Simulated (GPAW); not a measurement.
# How all numerical settings together moves the magnetism of linear Ru chain, spacing 2.672 A, part 2 of 2

Two starts of linear Ru chain, spacing 2.672 A are run at each rung of all numerical settings together. Which rung is enough?

GPAW 26.7.0; LDA; plane waves with GPAW's PAW setups, scalar-relativistic.

So far, largest spin moment in the augmentation sphere (μB): step 2 (rung 1 (280 eV, mesh 1×1×4), start ferro +) 1.24; step 4 (rung 2 (380 eV, mesh 1×1×6), start ferro +) 2.20; step 5 (rung 2 (380 eV, mesh 1×1×3), start antiferro q=(0,0,1/2) +-) 1.81; step 6 (rung 3 (500 eV, mesh 1×1×8), start ferro +) 2.11; step 7 (rung 3 (500 eV, mesh 1×1×4), start antiferro q=(0,0,1/2) +-) 1.79.

**8. Rung 4 (700 eV, mesh 1×1×12), start ferro +**

order1.py

```python
import json
import numpy as np
from ase import Atoms
from ase.parallel import paropen, parprint
from gpaw import GPAW

atoms = Atoms(['Ru'],
    cell=[[12.0, 0.0, 0.0],
         [0.0, 12.0, 0.0],
         [0.0, 0.0, 2.672]],
    scaled_positions=[[0.5, 0.5, 0.0]],
    pbc=True,
    magmoms=[1.5])
atoms.calc = GPAW(mode={'name': 'pw', 'ecut': 700},
    xc='LDA',
    kpts={'size': (1, 1, 12), 'gamma': True},
    occupations={'name': 'fermi-dirac', 'width': 0.05},
    convergence={'density': 1e-05, 'energy': 1e-05},
    maxiter=200,
    txt='order1.txt')
e = atoms.get_potential_energy(force_consistent=True)
res = {'free_energy': e, 'energy_sigma0': atoms.get_potential_energy(), 'fermi_energy': atoms.calc.get_fermi_level()}
res['moments'] = atoms.get_magnetic_moments().tolist()
res['total'] = atoms.get_magnetic_moment()
parprint('site moments (muB):', np.round(res['moments'], 3))
parprint(f"total moment: {res['total']:.3f} muB")
parprint(f'free energy: {e:.6f} eV')
atoms.calc.write('order1.gpw')
with paropen('results.json', 'w') as f:
    json.dump(res, f)
```

Run with:

```console
$ OMP_NUM_THREADS=1 python3 order1.py > order1.log
```

Numbers of over 12 decimals in the logs are rounded to 6 here.

What it wrote:

```text
site moments (muB): [2.301]
total moment: 2.840 muB
free energy: -4.933173 eV

--- order1.txt ---
Input parameters:
  mode=PW(ecut=700),
  convergence={'density': 1e-05, 'energy': 1e-05},
  kpts=MonkhorstPack(size=(1, 1, 12), gamma=True),
  maxiter=200,
  occupations=Occupations(name='fermi-dirac', width=0.05),
  xc=XC(name='LDA')

Diagonalizing LCAO Hamiltonian
Converting LCAO to pw mode
[...]
|          3 |       -46.572 |     1.000 |       -45.156 |     1.000 |
|          4 |        -8.133 |     1.000 |        -7.172 |     1.000 |
[...]
|          9 |        -4.258 |     0.081 |        -2.791 |     0.000 |
|         10 |        -1.975 |     0.000 |        -1.425 |     0.000 |
|         11 |        -1.975 |     0.000 |        -1.425 |     0.000 |
|         12 |         0.345 |     0.000 |         0.414 |     0.000 |

No gap
No difference between direct/indirect transitions


[key lines of the parts left out:]
Free energy:      -4.933173
Converged in 17 steps
dipole moment: (0.000001, 0.000001, -9.220520)  # |e|*Ang
Fermi level: -4.379
```

Elapsed: 65 s, on 1 MPI rank of Arm Neoverse V2, shared host; peak memory 0.42 GiB.

Read from the output:

```
magnetization  : 2.840 μB
final state    : ferromagnetic
largest moment : 2.301 μB
```

The largest moment moves by +0.19 μB from rung 3, at 2.4 times its CPU time.

**9. Rung 4 (700 eV, mesh 1×1×6), start antiferro q=(0,0,1/2) +-**

order2.py

```python
import json
import numpy as np
from ase import Atoms
from ase.parallel import paropen, parprint
from gpaw import GPAW

atoms = Atoms(['Ru', 'Ru'],
    cell=[[12.0, 0.0, 0.0],
         [0.0, 12.0, 0.0],
         [0.0, 0.0, 5.344]],
    scaled_positions=[[0.5, 0.5, 0.0],
         [0.5, 0.5, 0.5]],
    pbc=True,
    magmoms=[1.5, -1.5])
atoms.calc = GPAW(mode={'name': 'pw', 'ecut': 700},
    xc='LDA',
    kpts={'size': (1, 1, 6), 'gamma': True},
    occupations={'name': 'fermi-dirac', 'width': 0.05},
    convergence={'density': 1e-05, 'energy': 1e-05},
    maxiter=200,
    txt='order2.txt')
e = atoms.get_potential_energy(force_consistent=True)
res = {'free_energy': e, 'energy_sigma0': atoms.get_potential_energy(), 'fermi_energy': atoms.calc.get_fermi_level()}
res['moments'] = atoms.get_magnetic_moments().tolist()
res['total'] = atoms.get_magnetic_moment()
parprint('site moments (muB):', np.round(res['moments'], 3))
parprint(f"total moment: {res['total']:.3f} muB")
parprint(f'free energy: {e:.6f} eV')
atoms.calc.write('order2.gpw')
with paropen('results.json', 'w') as f:
    json.dump(res, f)
```

Run with:

```console
$ OMP_NUM_THREADS=1 python3 order2.py > order2.log
```

What it wrote:

```text
site moments (muB): [ 1.79 -1.79]
total moment: -0.000 muB
free energy: -9.695906 eV

--- order2.txt ---
Input parameters:
  mode=PW(ecut=700),
  convergence={'density': 1e-05, 'energy': 1e-05},
  kpts=MonkhorstPack(size=(1, 1, 6), gamma=True),
  maxiter=200,
  occupations=Occupations(name='fermi-dirac', width=0.05),
  xc=XC(name='LDA')

Diagonalizing LCAO Hamiltonian
Converting LCAO to pw mode
[...]
|          9 |        -6.612 |     1.000 |        -6.612 |     1.000 |
[...]
|         19 |        -1.714 |     0.000 |        -1.714 |     0.000 |
|         20 |        -1.714 |     0.000 |        -1.714 |     0.000 |
|         21 |        -0.466 |     0.000 |        -0.466 |     0.000 |
|        ... |               |           |               |           |
|         23 |         1.050 |     0.000 |         1.050 |     0.000 |

No gap
No difference between direct/indirect transitions


[key lines of the parts left out:]
Free energy:      -9.695906
Converged in 38 steps
dipole moment: (0.000002, 0.000002, -18.460182)  # |e|*Ang
Fermi level: -4.353
```

It took 5 min on 1 MPI rank; peak memory 0.76 GiB.

Numbers from this step:

```
magnetization  : 0 μB
final state    : antiferromagnetic
largest moment : 1.790 μB
```

This start lies +85.2 meV a seeded atom from the first, a change of +9.3 meV since rung 3; its largest moment is 1.79 μB.

**10. Side by side**

Ladder, by row:

```
rung  cutoff (eV)    mesh  smearing (eV)  state from the first start  state from the second start  second less first (meV a seeded atom)  moment, first (μB)  moment, second (μB)  CPU time (s)
   1          280   1x1x4            0.2               ferromagnetic            antiferromagnetic                                 -77.63               1.244                1.764         25.21
   2          380   1x1x6           0.15               ferromagnetic            antiferromagnetic                                  81.19                 2.2                1.806         51.51
   3          500   1x1x8            0.1               ferromagnetic            antiferromagnetic                                  75.88               2.109                1.792         100.3
   4          700  1x1x12           0.05               ferromagnetic            antiferromagnetic                                  85.22               2.301                 1.79         365.3
```

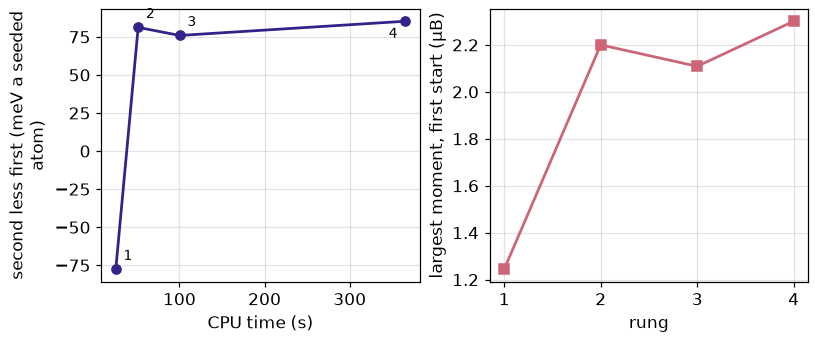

Result against cost, rungs numbered as in the table, and the moment by rung.

**11. Results**

```yaml
range_of_the_moment_in_the_table_first_start: 1.24 to 2.30 μB
range_of_cpu_time: 25 s to 6.1 min
range_of_the_energy_difference: -77.6 to 85.2 meV a seeded atom
```

What this shows: Only the last rung can serve as the reference, and the rung before it is still 9.3 meV away, so convergence is not shown. The sign of the difference changes along the ladder, so the order that comes out lowest hangs on the rung.

[Logs and program files are shortened in this print: banners, set-up blocks, solver, clock and traceback lines can be left out without a mark of their own.]

[Logs are printed without paths, hosts, clocks, repeated set-up lines and the standing remarks that a program may print on its own settings, such as how far it seeks lower states.]

[Hosts, paths, dates, database ids (printed as entryN), source tags and the programs' standing remarks are cut or masked in the printed files.]

[Where a cell is said to come from a database of computed structures, the database is the Materials Project.]
